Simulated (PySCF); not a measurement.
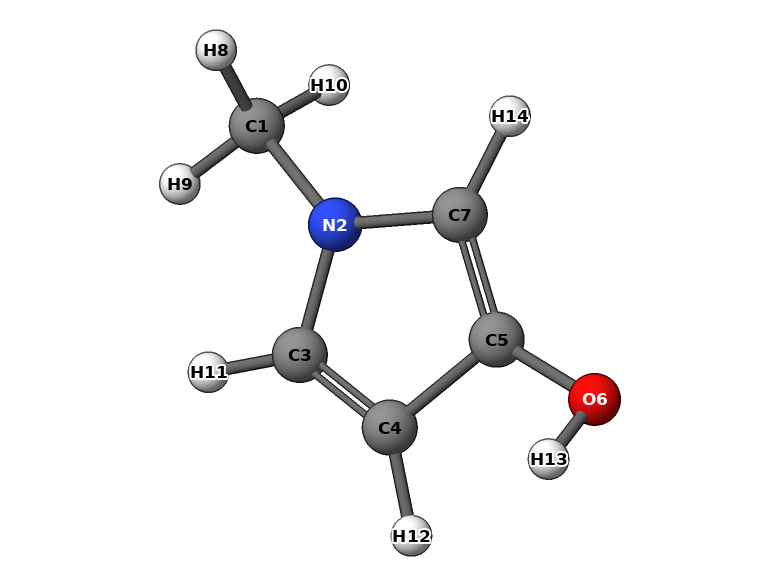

The questions are on isotropic NMR shieldings of the H atoms. Geometry: a frame of a GFN2-xTB molecular-dynamics simulation, not a minimum. Level of theory: GIAO PBE0/pcSseg-1 NMR shielding, non-relativistic, gas phase (PySCF 2.14.0).

Which H atom is the most shielded (lowest chemical shift)?

H9 (28.65 ppm).

Which H atom is the least shielded (highest chemical shift)?

H14 (24.74 ppm).

How wide is the range of H shifts?

3.91 ppm.

Give the isotropic NMR shieldings of the H atoms atom by atom.

| atom | σ (ppm) |
| --- | --- |
| H8 | 27.47 |
| H9 | 28.65 |
| H10 | 26.74 |
| H11 | 25.46 |
| H12 | 25.53 |
| H13 | 28.57 |
| H14 | 24.74 |
